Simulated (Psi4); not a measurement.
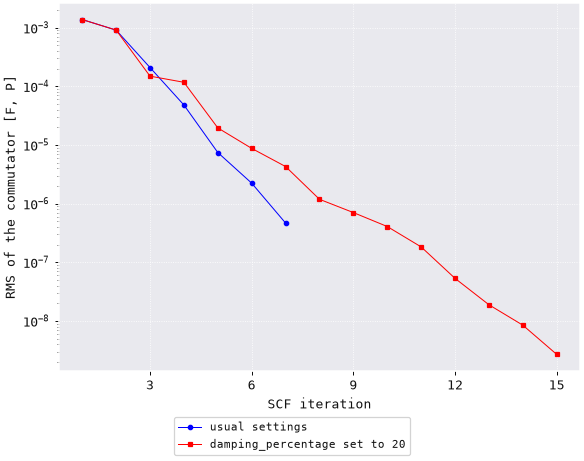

Two SCF runs that differ in one setting.
Be(CN)2 (SMILES N#[C][Be][C]#N); RHF HF, aug-cc-pwCVTZ (Psi4).

How did each SCF end?

Answer. “usual settings” converged in 7 iterations. “damping_percentage set to 20” converged in 15 iterations. Damping keeps part of the old density at each step, which slows an SCF that didn't need it. Both end at the same energy within 1 meV.
